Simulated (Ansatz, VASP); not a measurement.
**BAs in two plane-wave programs**

Aim: how closely do two programs agree when they are given the same cell, functional and k mesh?

Method: plane waves, with VASP 6.6.1 beside it; single point at PBE, dielectric response at PBE and single point at r2SCAN, in Ansatz 0.2.0.

## (1) The starting structure

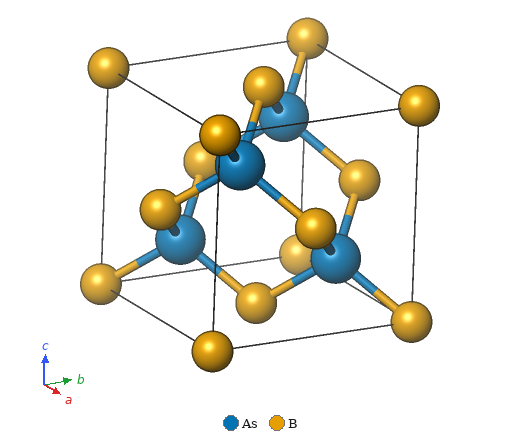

The cell as given, slightly off an axis (arsenic blue, boron orange). This picture shows the conventional cell, with its axes. Bonds to atoms that aren't drawn are left out. Some periodic images of atoms are drawn too.

Coordinates:

```
As B
1.0
     0.00000    2.38850    2.38850
     2.38850    0.00000    2.38850
     2.38850    2.38850    0.00000
As B
1 1
Direct
  0.75000 0.75000 0.75000
  0.00000 0.00000 0.00000
```

## (2) VASP: single point, PBE

A single point gives forces, pressure and levels at one fixed geometry, so differences don't come from the geometry; what else differs is listed under the comparison.

Lines of VASP's logs that name or quote its potential files are left out, and so is its time.

INCAR

```
SYSTEM = BAs
PREC = Accurate
ENCUT = 420
EDIFF = 1E-07
NELM = 100
ISMEAR = 0
SIGMA = 0.05
LREAL = .FALSE.
ALGO = Normal
GGA = PE
NBANDS = 16
LWAVE = .FALSE.
LCHARG = .FALSE.
KPAR = 4
LOPTICS = .TRUE.
NEDOS = 2000
CSHIFT = 0.1
```

POSCAR

```
BAs
1.0
    0.0000000000      2.3885000000      2.3885000000
    2.3885000000      0.0000000000      2.3885000000
    2.3885000000      2.3885000000      0.0000000000
As B
1 1
Direct
    0.7500000000      0.7500000000      0.7500000000
    0.0000000000      0.0000000000      0.0000000000
```

KPOINTS

```
Automatic mesh
0
Gamma
12 12 12
0 0 0
```

PAW data sets: As and B (PBE family, release 64).

The run is started by

```bash
$ mpirun -np 4 vasp_std
```

Numbers of over 12 decimals in the logs are rounded to 6 here.

Output:

```text
[banner, memory and clock lines left out]
running    4 mpi-ranks, on    1 nodes
 distrk:  each k-point on    1 cores,    4 groups
 distr:  one band on    1 cores,    1 groups

 POSCAR found type information on POSCAR AsB
 POSCAR found :  2 types and       2 ions
 LDA part: xc-table for (Slater+PW92), standard interpolation
 POSCAR, INCAR and KPOINTS ok, starting setup
 FFT: planning ... GRIDC
 FFT: planning ... GRID_SOFT
 FFT: planning ... GRID
 WAVECAR not read
 entering main loop
       N       E                     dE             d eps       ncg     rms          rms(c)
DAV:   1     0.973477529468E+01    0.97348E+01   -0.30484E+03  2304   0.368E+02
DAV:   2    -0.115369647023E+02   -0.21272E+02   -0.20547E+02  3160   0.824E+01
DAV:   3    -0.120443628497E+02   -0.50740E+00   -0.50689E+00  2664   0.107E+01
DAV:   4    -0.120451445511E+02   -0.78170E-03   -0.78169E-03  3040   0.498E-01
DAV:   5    -0.120451455142E+02   -0.96310E-06   -0.96310E-06  2672   0.171E-02    0.493E+00
DAV:   6    -0.114692461396E+02    0.57590E+00   -0.14217E+00  2824   0.349E+00    0.233E+00
DAV:   7    -0.114091219378E+02    0.60124E-01   -0.16413E-01  3088   0.147E+00    0.102E+00
DAV:   8    -0.114027134083E+02    0.64085E-02   -0.15642E-02  2728   0.555E-01    0.940E-02
DAV:   9    -0.114030893725E+02   -0.37596E-03   -0.77272E-04  2728   0.120E-01    0.492E-02
DAV:  10    -0.114031723915E+02   -0.83019E-04   -0.11087E-04  2840   0.474E-02    0.108E-02
DAV:  11    -0.114031729643E+02   -0.57282E-06   -0.33409E-06  2840   0.718E-03    0.533E-03
DAV:  12    -0.114031743909E+02   -0.14266E-05   -0.18875E-06  2752   0.651E-03    0.140E-03
DAV:  13    -0.114031743872E+02    0.36777E-08   -0.17763E-08  2352   0.649E-04
   1 F= -.11403174E+02 E0= -.11403174E+02  d E =-.366209E-12
 optical routines
 imaginary and real dielectric function
 recalculating local potential from charge density
 direction            1
 direction            2
 direction            3
```

Parts of OUTCAR (step 2):

```text
ion  position               nearest neighbor table
   1  0.750  0.750  0.750-   2 2.07   2 2.07   2 2.07   2 2.07
   2  0.000  0.000  0.000-   1 2.07   1 2.07   1 2.07   1 2.07

  LATTYP: Found a face centered cubic cell.
 ALAT       =     4.7770000000

 Subroutine GETGRP returns: Found 24 space group operations
 (whereof 24 operations were pure point group operations)

The static configuration has the point symmetry T_d .

 Found     72 irreducible k-points:

   k-points           NKPTS =     72   k-points in BZ     NKDIM =     72   number of bands    NBANDS=     16

   dimension x,y,z NGX =    24 NGY =   24 NGZ =   24
   dimension x,y,z NGXF=    48 NGYF=   48 NGZF=   48

   ENCUT  =  420.0 eV  30.87 Ry    5.56 a.u.   5.64  5.64  5.64*2*pi/ulx,y,z

   NELECT =       8.0000    total number of electrons

 k-points in reciprocal lattice and weights: Automatic mesh
   0.00000000  0.00000000  0.00000000       0.001
   0.08333333  0.00000000  0.00000000       0.005
   0.16666667  0.00000000  0.00000000       0.005
   0.25000000  0.00000000  0.00000000       0.005
   0.33333333  0.00000000  0.00000000       0.005
   0.41666667  0.00000000  0.00000000       0.005
   0.50000000  0.00000000  0.00000000       0.002
   0.08333333  0.08333333  0.00000000       0.003
   0.16666667  0.08333333  0.00000000       0.014
[...]
-0.33333333  0.50000000  0.16666667       0.007
  -0.25000000  0.50000000  0.25000000       0.003

 average (electrostatic) potential at core
       1 -48.7711       2 -26.7864

 E-fermi :   6.3448

 k-point     1 :       0.0000    0.0000    0.0000
  band No.  band energies     occupation
      1      -9.2755      2.00000
      2       6.1285      2.00000
      3       6.1285      2.00000
      4       6.1285      2.00000
      5       9.3991      0.00000
      6       9.3991      0.00000
      7       9.3991      0.00000
      8      10.8126      0.00000
      9      15.7095      0.00000
    ...

 k-point     2 :       0.0833    0.0000    0.0000
  band No.  band energies     occupation
      1      -9.1613      2.00000
      2       5.0889      2.00000
      3       5.9094      2.00000
      4       5.9094      2.00000
      5       9.5491      0.00000
      6       9.6871      0.00000
      7       9.6871      0.00000
      8      11.4379      0.00000
      9      16.1705      0.00000
    ...

 k-point     3 :       0.1667    0.0000    0.0000
  band No.  band energies     occupation
      1      -8.8226      2.00000
      2       3.1688      2.00000
      3       5.4460      2.00000
      4       5.4460      2.00000
      5       9.4259      0.00000
      6      10.2863      0.00000
      7      10.2863      0.00000
      8      12.7751      0.00000
      9      17.1304      0.00000
    ...

  Total        0.5920480      0.5920480      0.5920480     -0.0000000     -0.0000000     -0.0000000
  in kB       34.8066135     34.8066135     34.8066135     -0.0000000     -0.0000000     -0.0000000
  external PRESSURE =      34.8066135 kB  Pullay stress =       0.0000000 kB

  energy-cutoff  :      420.00
  volume of cell :       27.25
      direct lattice vectors                 reciprocal lattice vectors
     0.000000000  2.388500000  2.388500000    -0.209336404  0.209336404  0.209336404
     2.388500000  0.000000000  2.388500000     0.209336404 -0.209336404  0.209336404
     2.388500000  2.388500000  0.000000000     0.209336404  0.209336404 -0.209336404

 POSITION                                       TOTAL-FORCE (eV/Angst)
 -----------------------------------------------------------------------------------
      3.58275      3.58275      3.58275         0.000000      0.000000      0.000000
      0.00000      0.00000      0.00000        -0.000000     -0.000000     -0.000000
 -----------------------------------------------------------------------------------
    total drift:                               -0.000000     -0.000000     -0.000000

  FREE ENERGIE OF THE ION-ELECTRON SYSTEM (eV)
  ---------------------------------------------------
  free  energy   TOTEN  =       -11.4031743872 eV

  energy  without entropy=      -11.4031743872  energy(sigma->0) =      -11.40317439

 plasma frequency squared (from intraband transitions) (eV^2)
  --------------------------------------------------------------------------------------
       0.000       0.000       0.000
      -0.000       0.000      -0.000
      -0.000      -0.000       0.000

[... 3 further parts left out ...]
```

## (3) Ansatz: single point, PBE

Ansatz runs on its default PAW (the set named soft_2) files.

The same cell, functional, mesh and smearing now go to Ansatz, which takes its cutoff from its data sets.

input.yaml

```yaml
crystal:
  lattice:
    - [0.0, 2.3885, 2.3885]
    - [2.3885, 0.0, 2.3885]
    - [2.3885, 2.3885, 0.0]
  atoms:
    - { symbol: As, position: [0.75, 0.75, 0.75] }
    - { symbol: B, position: [0.0, 0.0, 0.0] }
hamiltonian:
  xc: pbe
  pseudopotentials: { kind: paw }
kpoints:
  mp_grid: { grid: [12, 12, 12] }
scf:
  occupations: { method: gaussian, width: 0.05 }
  n_extra_bands: 4
output:
  forces: true
  stress: true
  eigenvalues: true
```

The run is started by

```bash
$ ansatz run input.yaml --threads 2 --pin off --max-ram 4608MiB --backend cpu --events-out ev --progress --plain --runs-dir out
```

Output:

```text
scf.n_extra_bands = 4 over 9 filled bands (N_el = 18.0): the run solves 13 bands
Engine: ansatz 0.2.0, aarch64-unknown-linux-gnu
Pseudopotentials: kind: paw
Pseudopotential: As, paw, valence charge 15, recommended cutoff 420 eV (normal), As.paw.azcp
Pseudopotential: B, paw, valence charge 3, recommended cutoff 420 eV (normal), B.paw.azcp
Functional definition: PBE
  parameter kappa = 0.804
  parameter beta = 0.066725
  exchange = pbe_x(kappa = kappa, mu = beta*pi^2/3)
  correlation = pbe_c(beta = beta)
Crystal: 2 atoms, lattice volume = 27.252 Å³
Basis set: ecut = 420 eV, 531 PW (Γ), exchange–correlation on 48×48×48 points (8 copies of the dense FFT grid, shifted against one another)
Bands: 13, of which v1, the nominal top of the filled ones, is band 9 counted from 1 (8 counted from 0)
Symmetry: 24 space group operations
Space group: F-43m (ITA 216), of the structure as read, at distance tolerance 3.0e-5 Å
k-points: 72 of 1728 (time reversal used)
Non-local potential: As, projectors of the file, l = 0: 2, l = 1: 2, l = 2: 3, l = 3: 1
Non-local potential: B, projectors of the file, l = 0: 2, l = 1: 2, l = 2: 1
PAW form: soft (Blöchl's): semilocal exchange-correlation on the pseudo side does not see the compensation charge
PAW one-centre angular grid: As, 590 points (default); XC on 64 Gauss nodes
PAW one-centre angular grid: B, 110 points (default); XC on 64 Gauss nodes
Initial density: superposition of atomic densities (neutral atoms: chi_scale 0, normalization atom), corrected by the library's trained network
Initial wavefunctions: pseudopotential atomic-orbital guess
Functional: x = pbe(κ = 0.804, μ = 0.219515), c = pbe(β = 0.066725)
SCF iter   1: F=—  HF=-5012.100494 eV  |F-HF|=—  |Δ(HF+E_count)|=         —  Δρ=7.98e-4  dr2=1.04e-4  ethr=1.77e-3  ⟨swp⟩=5.5  Hψ=5317  notcnv=0
preconditioner: auto → none  [insulator: Δε(μ)=1.193 eV  Ē_g=12.414 eV  σ=0.050 eV  W_gap=1.00  n_scr=8 (ndim 8)  ℏωp=20.1 eV  f_vac=0.001  D(μ)=0.00/eV (n_scr^D=0)  ε∞_Penn≈3.6]
SCF iter   2: F=—  HF=-5012.100539 eV  |F-HF|=—  |Δ(HF+E_count)|=   4.46e-5  Δρ=4.42e-4  dr2=3.22e-5  ethr=5.79e-7  ⟨swp⟩=2.9  Hψ=2266  notcnv=0
SCF iter   3: F=—  HF=-5012.100564 eV  |F-HF|=—  |Δ(HF+E_count)|=   2.56e-5  Δρ=2.45e-4  dr2=5.36e-6  ethr=1.79e-7  ⟨swp⟩=2.3  Hψ=1497  notcnv=0
SCF iter   4: F=—  HF=-5012.100588 eV  |F-HF|=—  |Δ(HF+E_count)|=   2.41e-5  Δρ=4.83e-5  dr2=7.99e-7  ethr=2.98e-8  ⟨swp⟩=2.5  Hψ=1584  notcnv=0
iter 5 did not close the SCF: its close was put off for the readings that it lacked (scf_convergence_deferred on its scf_iter line)
SCF iter   5: F=-5012.100588 eV  HF=-5012.100588 eV  |F-HF|=2.33e-8  |Δ(HF+E_count)|=   9.31e-8  Δρ=1.14e-5  dr2=4.16e-8  ethr=4.44e-9  ⟨swp⟩=2.0  Hψ=1578  notcnv=0
SCF iter   6: F=-5012.100588 eV  HF=-5012.100588 eV  |F-HF|=9.65e-9  |Δ(HF+E_count)|=  9.48e-10  Δρ=4.64e-6  dr2=5.92e-9  ethr=2.31e-10  ⟨swp⟩=2.2  Hψ=2906  notcnv=0
SCF 1 converged in 6 iterations: F = -5012.100588 eV  dr2 = 5.92e-9
  greatest PAW one-centre occupation: 0.999 electrons in one spin orbital (limit 2), on the As atom at site 0 (counted from 0), in its partial waves of l = 2
SCF converged after 6 iterations
Free energy (F): -5012.100588 eV
Harris-Foulkes:  -5012.100588 eV  (|F-HF|=9.65e-9)
Internal energy: -5012.100588 eV  (E = F + TS)
E sigma→0 (E₀):  -5012.100588 eV
Fermi energy:    11.720848 eV
--- Per-component energies (eV) ---
  E_band       = -210.291079
  E_kinetic    = 152.075250
  E_local      = -1693.914249  (includes V_loc(G=0)·N_el)
  E_nonlocal   = -657.791549
  E_hartree    = 940.031901
  E_xc         = -111.431502
  E_vxc        = -117.663160  (∫ρ·V_xc dr)
  E_paw        = -1915.295448  (= ΣΔE_a)
  E_vpaw       = 226.942260  (= ΣTr[D̂ρ^β])
  E_aug_tail   = 0.000007  (compensation charges beyond the density's cutoff)
  E_ewald      = -1725.774997
  E_smearing   = -0.000000  (= −TS)
  E_closure    = 0.000000  (closes the sum)
  Σ components = -5012.100588   (vs F -5012.100588, Δ=0.00e0)
--- Forces (eV/Å), atoms counted from 1 ---
  atom   1  As     0.00000000     0.00000000    -0.00000000
  atom   2  B     -0.00000000    -0.00000000     0.00000000
  max |Σ_I F_I| component: 5.18e-16 eV/Å
--- Stress (GPa, compression-positive) ---
        2.770466      -0.000000      -0.000000
       -0.000000       2.770466       0.000000
       -0.000000       0.000000       2.770466
  P = ⅓ Tr σ = 2.7705 GPa (27.705 kbar)
--- Band table (eV; the first three rows and the last of 72) ---
  k-point 0: bands = [... 5 lower, -4.2777, 11.1256, 11.1256, 11.1256, 14.4067, 14.4067, 14.4067, 15.7991]
  k-point 1: bands = [... 5 lower, -4.1635, 10.0873, 10.9072, 10.9072, 14.5533, 14.6945, 14.6945, 16.4287]
  k-point 2: bands = [... 5 lower, -3.8247, 8.1697, 10.4450, 10.4450, 14.4267, 15.2944, 15.2944, 17.7731]
  k-point 71: bands = [... 5 lower, 0.0632, 3.0735, 5.6450, 5.9394, 16.3917, 17.0673, 17.9422, 18.1734]
```

It took 1.3 s on 2 threads of Arm Neoverse V1, shared host; peak memory 0.3 GiB.

Reading the cycles: dr2 is the Hartree energy of the density residual (eV), the measure of convergence; HF is the Harris–Foulkes estimate of the energy, which meets the free energy F at convergence.

The run ends at a pressure of 2.77 GPa.

## (4) Differences

Known differences besides the PAW data sets themselves: the data sets hold 18 valence electrons in Ansatz (default PAW (the set named soft_2) files) and 8 in VASP; VASP leaves aspherical gradient terms in its spheres out (LASPH is not set), Ansatz keeps them. Total energies have different zeros and are not compared.

Compared:

```csv
quantity,Ansatz,VASP,difference
pressure (GPa),2.77,3.48,-0.71
gap on the k mesh (eV),1.192,1.179,+0.013
```

Ansatz's pressure holds a Pulay correction of 0.10 GPa; VASP's holds none.

## (5) VASP: dielectric response, PBE

The response to a field tests empty states and converges slowly with the mesh.

INCAR

```
SYSTEM = BAs
PREC = Accurate
ENCUT = 420
EDIFF = 1E-08
NELM = 100
ISMEAR = 0
SIGMA = 0.01
LREAL = .FALSE.
ALGO = Normal
GGA = PE
NBANDS = 10
LWAVE = .FALSE.
LCHARG = .FALSE.
KPAR = 4
LEPSILON = .TRUE.
```

POSCAR is that of step 2.

KPOINTS is that of step 2.

The run is started by

```bash
$ mpirun -np 4 vasp_std
```

Output:

```text
[... set-up lines as in an earlier step ...]
 entering main loop
       N       E                     dE             d eps       ncg     rms          rms(c)
DAV:   1     0.102108193492E+02    0.10211E+02   -0.34114E+03  1440   0.596E+02
DAV:   2    -0.114692872231E+02   -0.21680E+02   -0.20694E+02  2068   0.980E+01
DAV:   3    -0.120437086895E+02   -0.57442E+00   -0.57346E+00  1694   0.157E+01
DAV:   4    -0.120451433381E+02   -0.14346E-02   -0.14345E-02  1734   0.895E-01
[...]
DAV:  13    -0.114031743189E+02   -0.61679E-07   -0.87457E-08  1750   0.205E-03    0.116E-03
DAV:  14    -0.114031744376E+02   -0.11869E-06   -0.15106E-08  1542   0.849E-04    0.103E-04
DAV:  15    -0.114031744440E+02   -0.63351E-08   -0.35550E-10   918   0.148E-04
   1 F= -.11403174E+02 E0= -.11403174E+02  d E =-.178757E-51
 Linear response reoptimize wavefunctions to high precision
DAV:   1    -0.114031744343E+02    0.96622E-08   -0.96561E-11  1010   0.559E-05
DAV:   2    -0.114031744343E+02   -0.15405E-10   -0.29336E-12   884   0.142E-05
 Linear response G [H, r] |phi>, progress :
  Direction:   1
[...]
RMM:   9    -0.714354514168E+00    0.13069E-05   -0.34831E-09  9201   0.316E-04    0.362E-05
RMM:  10    -0.714354972322E+00   -0.45815E-06    0.10648E-09  8691   0.915E-05    0.540E-06
 change of polarisation eV/A/(eV/A) component  2 :     0.284     1.321     0.209
 dielectric tensor                  component  2 :     1.886     9.770     1.388
 Linear response to external field, progress :
  Direction:   3
       N       E                     dE             d eps       ncg     rms          rms(c)
RMM:   1    -0.669176309424E+00   -0.66918E+00   -0.30320E+00 12639   0.299E+00
RMM:   2    -0.684899709053E+00   -0.15723E-01   -0.68163E-03  9265   0.398E-01    0.125E+00
RMM:   3    -0.675663464791E+00    0.92362E-02   -0.57112E-03  9446   0.451E-01    0.733E-01
RMM:   4    -0.708331482748E+00   -0.32668E-01   -0.83349E-03  9279   0.571E-01    0.804E-02
[...]
RMM:   8    -0.714355835145E+00   -0.61591E-05   -0.22008E-08 10083   0.740E-04    0.153E-04
RMM:   9    -0.714354523720E+00    0.13114E-05   -0.38175E-09  9200   0.316E-04    0.363E-05
RMM:  10    -0.714354991810E+00   -0.46809E-06    0.27508E-09  8682   0.910E-05    0.546E-06
 change of polarisation eV/A/(eV/A) component  3 :     0.234     0.320     1.321
 dielectric tensor                  component  3 :     1.554     2.125     9.770
 Born effective charges drift removed
```

Parts of OUTCAR (step 5):

```text
  Total        0.5920306      0.5920306      0.5920306     -0.0000000      0.0000000     -0.0000000
  in kB       34.8055904     34.8055904     34.8055904     -0.0000000      0.0000000     -0.0000000
  external PRESSURE =      34.8055904 kB  Pullay stress =       0.0000000 kB

 MACROSCOPIC STATIC DIELECTRIC TENSOR (including local field effects in DFT)
 ------------------------------------------------------
           9.769787     0.000000     0.000000
           0.000000     9.769787     0.000000
           0.000000     0.000000     9.769787
 ------------------------------------------------------

[... 2 parts as in an earlier step ...]

[... 1 further part left out ...]
```

## (6) Ansatz: dielectric response, PBE

The same cell, functional and mesh now go to Ansatz, which takes its cutoff from its data sets.

input.yaml, the sections that differ from step 3:

```yaml
scf:
  occupations: { method: fixed }
dielectric:
  method: response
# crystal, hamiltonian, kpoints: as in step 3
# output: removed
```

The run is started by

```bash
$ ansatz run input.yaml --threads 2 --pin off --max-ram 4608MiB --backend cpu --events-out ev --progress --plain --runs-dir out
```

Output:

```text
[...]
Crystal: 2 atoms, lattice volume = 27.252 Å³
Basis set: ecut = 420 eV, 531 PW (Γ), exchange–correlation on 48×48×48 points (8 copies of the dense FFT grid, shifted against one another)
Bands: 13, of which v1, the nominal top of the filled ones, is band 9 counted from 1 (8 counted from 0)
Symmetry: 24 space group operations
k-points: 280 of 1728 (irreducible under 4 space group operations, time reversal used)
[...]
site 0:
         0.50148    0.00000    0.00000
        -0.00000    0.50148    0.00000
         0.00000    0.00000    0.50148
    site 1:
        -0.50148   -0.00000   -0.00000
         0.00000   -0.50148   -0.00000
        -0.00000   -0.00000   -0.50148
  Z* charge neutrality: 1.122e-4 e pre-enforcement
  solved inside a basis spanned on kpoints, on 12×12×12 k-points, its susceptibility summed on 16×16×16: ε∞ is read to err by 2.8e-2, Z* by 1.6e-2 e (field_mesh: kpoints solves on kpoints); Z* is corrected for what the basis lacks
[key lines of the parts left out:]
SCF converged after 7 iterations
Free energy (F): -5012.100588 eV
Fermi energy:    11.125638 eV
```

Wall time 38 s (2 threads); peak memory 0.63 GiB; 74 s of CPU time.

(Part 1 of 2 ends here.)

[Lines on the potential files, build, host, timing and source positions are cut from VASP's logs without a mark.]

[Logs are printed without paths, hosts, clocks, repeated set-up lines and the standing remarks that a program may print on its own settings, such as how far it seeks lower states.]

[Hosts, paths, dates, database ids (printed as entryN), source tags and the programs' standing remarks are cut or masked in the printed files.]
